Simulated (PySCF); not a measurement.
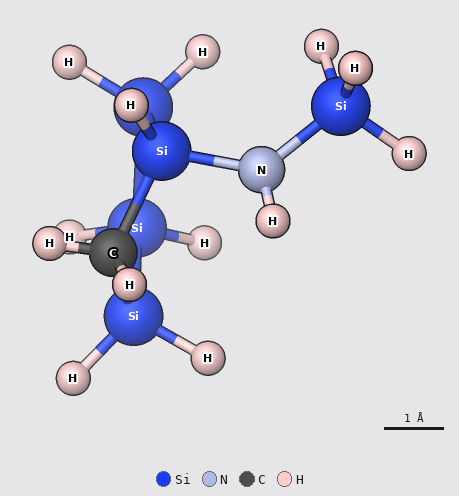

Fig. 1: The input geometry (ball-and-stick view, seen at a tilt).

# NMR shielding calculation, with input and output: CH13NSi5

System: CH13NSi5.
Method: GIAO PBE0/pcSseg-1 NMR shielding, non-relativistic, gas phase (PySCF 2.14.0).

The geometry comes from this level: GFN2-xTB. It belongs to a series of runs on one base structure; here: H on Si replaced by NHSiH3. Figures and captions count atoms from 1; the log counts them from 0 in places.

The input
```
{"job": {"kind": "nmr", "xc": "PBE0", "basis": "pcSseg-1"}, "charge": 0, "multiplicity": 1}
Si     2.979228     1.035748    -0.141005
N      1.690500    -0.067722    -0.460527
Si     0.617484    -0.887477     0.641696
C     -0.644805    -1.782782    -0.484561
Si    -1.901622    -0.632574    -1.358585
Si    -2.346951     1.052022     0.187389
Si    -0.649858     0.701817     1.759489
H      2.582206     1.787368     1.046580
H      3.100103     1.884924    -1.327715
H      4.254974     0.353626     0.112253
H      1.726638    -0.476798    -1.381188
H      1.380647    -1.910211     1.388791
H     -1.201650    -2.479496     0.143588
H     -0.129123    -2.399382    -1.220098
H     -1.287621    -0.149691    -2.605735
H     -3.036559    -1.461185    -1.797132
H     -2.318236     2.383772    -0.439269
H     -3.718336     0.983157     0.719271
H     -1.176362     0.168443     3.029174
H      0.074194     1.907120     2.184549
```

The first line tells a small driver script what to run in PySCF; the rest is the geometry in Å.

Machine: 1 CPU thread, shared host.

Run as:
```bash
OMP_NUM_THREADS=1 python <driver script> task.json out
```

What the program printed
```
coarse grid: 18328 points
cycle   1  E = -1547.3015021640  dE =  2.441e-01  |g| = 5.370e-01  |ddm| = 4.072e+00
cycle   2  E = -1547.2351047671  dE =  6.640e-02  |g| = 7.458e-01  |ddm| = 1.220e+00
cycle   3  E = -1547.3650596709  dE = -1.300e-01  |g| = 7.469e-02  |ddm| = 8.573e-01
cycle   4  E = -1547.3662189483  dE = -1.159e-03  |g| = 3.061e-02  |ddm| = 1.201e-01
cycle   5  E = -1547.3664412191  dE = -2.223e-04  |g| = 8.249e-03  |ddm| = 3.620e-02
cycle   6  E = -1547.3664590723  dE = -1.785e-05  |g| = 1.786e-03  |ddm| = 1.247e-02
cycle   7  E = -1547.3664600921  dE = -1.020e-06  |g| = 3.519e-04  |ddm| = 3.348e-03
final grid: 151672 points
cycle   8  E = -1547.4011177729  dE = -1.865e-05  |g| = 6.365e-03  |ddm| = 2.389e-02
cycle   9  E = -1547.4011079845  dE =  9.788e-06  |g| = 9.012e-03  |ddm| = 1.410e-02
cycle  10  E = -1547.4011264549  dE = -1.847e-05  |g| = 6.420e-04  |ddm| = 8.926e-03
cycle  11  E = -1547.4011265264  dE = -7.148e-08  |g| = 2.444e-04  |ddm| = 9.458e-04
cycle  12  E = -1547.4011265408  dE = -1.447e-08  |g| = 4.855e-05  |ddm| = 2.821e-04
cycle  13  E = -1547.4011265414  dE = -6.144e-10  |g| = 1.441e-05  |ddm| = 7.854e-05
```

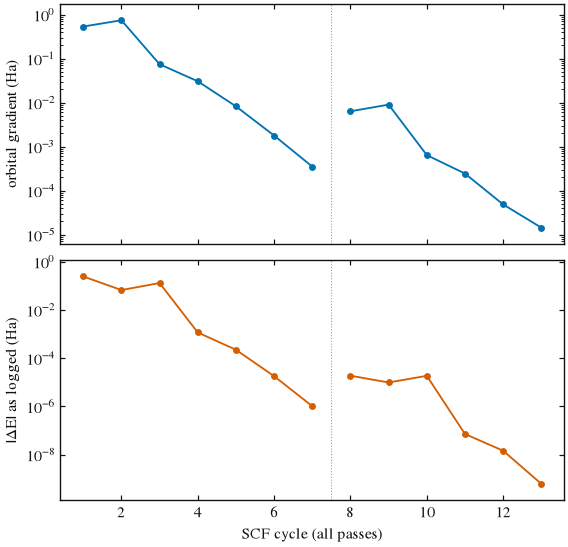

Fig. 2: Convergence of the self-consistent field: orbital gradient and size of the energy change against the SCF cycle. The dotted line marks the change from a coarse to the final integration grid. The first 7 cycles use a coarse grid, the final grid takes over at cycle 8, and the field converges after 13 cycles in all.

```
converged SCF energy = -1547.4011265414

GIAO shielding tensors (ppm)
atom      isotropic    diamagn.    paramagn.     s11        s22        s33       span
  0 Si     406.566     879.798    -473.233    362.008    387.562    470.126    108.118
  1 N      261.133     325.924     -64.791    237.828    247.491    298.082     60.254
  2 Si     358.939     881.050    -522.110    326.946    363.738    386.134     59.188
  3 C      189.218     258.794     -69.576    176.937    192.291    198.428     21.491
  4 Si     419.287     880.542    -461.255    376.095    409.337    472.430     96.334
  5 Si     475.863     881.354    -405.492    457.090    468.430    502.068     44.978
  6 Si     476.983     882.313    -405.330    460.830    470.887    499.233     38.403
  7 H       27.090      30.029      -2.939     22.657     27.858     30.754      8.097
  8 H       27.035      29.057      -2.022     22.952     25.207     32.946      9.994
  9 H       26.966      27.992      -1.026     22.959     24.647     33.292     10.333
 10 H       32.679      34.799      -2.120     22.300     32.431     43.305     21.006
 11 H       25.965      29.889      -3.924     22.058     23.867     31.970      9.912
 12 H       32.101      31.764       0.337     27.023     28.622     40.658     13.635
 13 H       31.273      32.046      -0.773     26.086     28.257     39.475     13.389
 14 H       27.621      30.053      -2.432     23.934     25.552     33.376      9.442
 15 H       27.410      28.935      -1.525     23.170     25.028     34.032     10.862
 16 H       28.240      29.738      -1.498     24.777     25.045     34.900     10.123
 17 H       28.265      29.328      -1.063     24.339     25.132     35.323     10.984
 18 H       28.472      30.018      -1.546     24.547     25.330     35.539     10.991
 19 H       28.070      30.406      -2.335     23.832     25.992     34.387     10.555
```

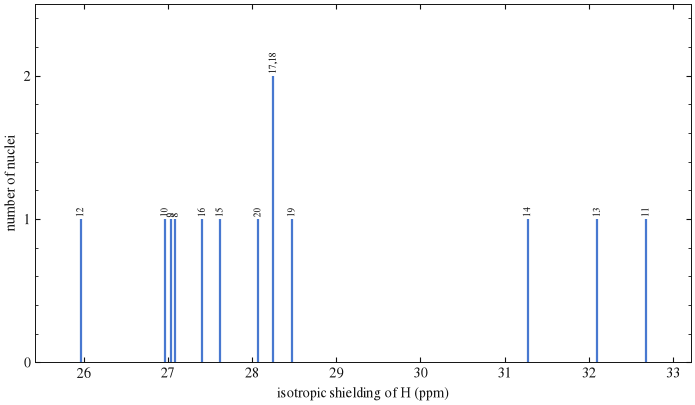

Fig. 3: Isotropic shieldings of the hydrogen nuclei in this fixed geometry, labelled by atom number; shielding grows to the right, so chemical shift grows to the left. The least shielded is H12 (26.0 ppm), the most shielded H11 (32.7 ppm).

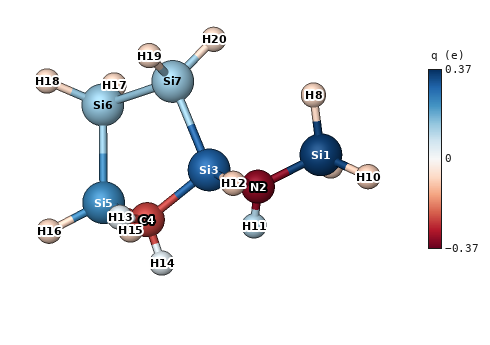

Fig. 4: Hirshfeld charges, as the colour of each atom (ball-and-stick view, seen at a tilt; atoms are numbered from 1 in the order of the input). By element: Si +0.14 to +0.35, N −0.33, C −0.25 and H −0.09 to +0.11 e.

Key numbers

| quantity | value |
| --- | --- |
| outcome | converged |
| total energy | −1547.401127 hartree |
| HOMO | −7.22 eV |
| LUMO | −0.86 eV |
| dipole moment | 0.94 D |
| isotropic shielding, Si | 358.9 to 477.0 ppm |
| isotropic shielding, N | 261.1 ppm |
| isotropic shielding, C | 189.2 ppm |
| isotropic shielding, H | 26.0 to 32.7 ppm |
| wall time | 45 s |
| peak memory | 1.1 GiB |
